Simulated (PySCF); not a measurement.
```xyz
2

B     0.0000    0.0000   -1.5328
Se    0.0000    0.0000    0.2112
```

Computed with PBE0/def2-TZVPP, non-relativistic Hamiltonian with scalar-relativistic core potentials where named, at a bond length of 1.744 Å (PySCF 2.14.0).

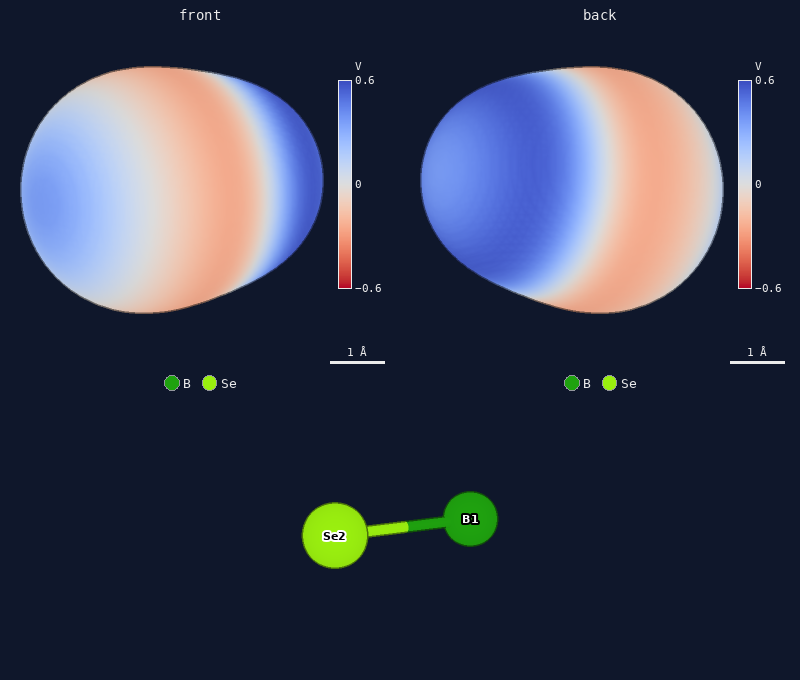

BSe (doublet). The molecular electrostatic potential painted on the density surface at 0.001 e/bohr³, seen from the front and from behind; red is negative and blue positive. The bare structure is drawn below in the same view.

> Where is the surface potential most negative and most positive?

The most negative region (about −0.2 V) lies over Se2, the most positive (about +0.5 V) over B1.
